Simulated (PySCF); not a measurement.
## Two runs on CO₂

System: CO₂.
Method of the first run: GIAO PBE0/STO-3G NMR shielding, non-relativistic, gas phase (PySCF 2.14.0).

The geometry comes from this level: PBE0-D3(BJ)/def2-SVP. Text and figures count atoms from 1; the logs count them from 0 in places.

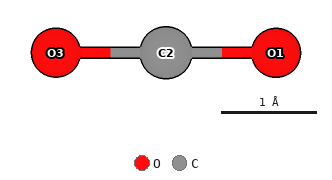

Fig. 1: The input geometry (ball-and-stick view, seen on its broad side; atoms are numbered from 1 in the order of the input).

The input, the first run:
```
{"job": {"kind": "nmr", "xc": "PBE0", "basis": "STO-3G", "pop": true}, "charge": 0, "multiplicity": 1}
O     -1.163910     0.112702     0.005409
C     -0.005428     0.071134    -0.006631
O      1.152937     0.029364    -0.018668
```

The first line tells a small driver script what to run in PySCF; the rest is the geometry in Å.

Launched with:
```bash
OMP_NUM_THREADS=1 python <driver script> task.json out
```

Hardware: 1 CPU thread, shared host.

Output (the first run):
```
coarse grid: 3264 points
cycle   1  E = -185.6490392279  dE =  8.769e-01  |g| = 7.930e-01  |ddm| = 2.856e+00
cycle   2  E = -185.5344519734  dE =  1.146e-01  |g| = 1.038e+00  |ddm| = 2.004e+00
cycle   3  E = -185.8321884358  dE = -2.977e-01  |g| = 4.436e-03  |ddm| = 1.154e+00
cycle   4  E = -185.8321970640  dE = -8.628e-06  |g| = 2.791e-03  |ddm| = 1.305e-02
final grid: 33624 points
cycle   5  E = -185.8069259371  dE =  1.786e-05  |g| = 1.171e-02  |ddm| = 2.203e-02
cycle   6  E = -185.8068455391  dE =  8.040e-05  |g| = 2.099e-02  |ddm| = 3.283e-02
cycle   7  E = -185.8069531168  dE = -1.076e-04  |g| = 5.965e-03  |ddm| = 2.457e-02
cycle   8  E = -185.8069626600  dE = -9.543e-06  |g| = 4.902e-05  |ddm| = 6.106e-03
cycle   9  E = -185.8069626607  dE = -6.251e-10  |g| = 4.314e-06  |ddm| = 6.982e-05
converged SCF energy = -185.8069626607

GIAO shielding tensors (ppm)
atom      isotropic    diamagn.    paramagn.     s11        s22        s33       span
  0 O      247.605     382.438    -134.833    166.882    166.882    409.051    242.168
  1 C      144.271     267.100    -122.830     73.899     73.899    285.014    211.114
  2 O      247.594     382.439    -134.845    166.865    166.865    409.051    242.186
```

For the second run the input was changed thus:
```diff
-"basis": "STO-3G"
+"basis": "6-31G"
```

What does this change do to the results?

The total energy of the second run is 1561.2 kcal/mol lower, which measures the change of basis and not a stability. The HOMO goes from −6.95 to −10.50 eV. The LUMO goes from 4.11 to 0.69 eV. Of all shieldings, the largest change is that of C2, by −66.5 ppm. The SCF takes 12 iterations against 9. The basis functions go from 15 to 27.

Output (the second run):
```
coarse grid: 3264 points
cycle   1  E = -188.1620399436  dE =  7.538e-01  |g| = 8.724e-01  |ddm| = 2.241e+00
cycle   2  E = -187.8903402616  dE =  2.717e-01  |g| = 1.497e+00  |ddm| = 1.503e+00
cycle   3  E = -188.3201268478  dE = -4.298e-01  |g| = 2.148e-02  |ddm| = 9.262e-01
cycle   4  E = -188.3201961691  dE = -6.932e-05  |g| = 7.196e-03  |ddm| = 1.994e-02
cycle   5  E = -188.3202083001  dE = -1.213e-05  |g| = 1.606e-03  |ddm| = 7.014e-03
cycle   6  E = -188.3202082216  dE =  7.845e-08  |g| = 1.687e-03  |ddm| = 1.770e-03
final grid: 33624 points
cycle   7  E = -188.2948226831  dE =  1.226e-05  |g| = 1.084e-02  |ddm| = 1.082e-02
cycle   8  E = -188.2947672930  dE =  5.539e-05  |g| = 2.024e-02  |ddm| = 1.816e-02
cycle   9  E = -188.2948424897  dE = -7.520e-05  |g| = 3.406e-03  |ddm| = 1.281e-02
cycle  10  E = -188.2948447283  dE = -2.239e-06  |g| = 7.222e-05  |ddm| = 2.112e-03
cycle  11  E = -188.2948447296  dE = -1.236e-09  |g| = 2.097e-05  |ddm| = 8.315e-05
cycle  12  E = -188.2948447297  dE = -9.561e-11  |g| = 4.923e-07  |ddm| = 1.935e-05
converged SCF energy = -188.2948447297

GIAO shielding tensors (ppm)
atom      isotropic    diamagn.    paramagn.     s11        s22        s33       span
  0 O      212.508     392.411    -179.903    111.569    111.570    414.387    302.817
  1 C       77.807     268.798    -190.991    -26.728    -26.728    286.877    313.605
  2 O      212.486     392.410    -179.923    111.536    111.536    414.387    302.852
```

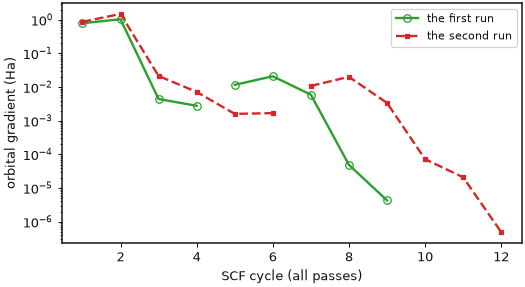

Fig. 2: Convergence of the two runs: orbital gradient against the SCF cycle. A break in a curve parts two SCF passes (coarse and final grid). The first run takes 9 cycles in all, and the second run takes 12.

The two runs side by side:

```tsv
quantity	the first run	the second run
outcome	converged	converged
total energy (hartree)	−185.806963	−188.294845
HOMO (eV)	−6.95	−10.50
LUMO (eV)	4.11	0.69
dipole moment (D)	0.00	0.00
shielding of O1 (ppm)	247.6	212.5
shielding of C2 (ppm)	144.3	77.8
shielding of O3 (ppm)	247.6	212.5
SCF iterations	9	12
basis functions	15	27
```
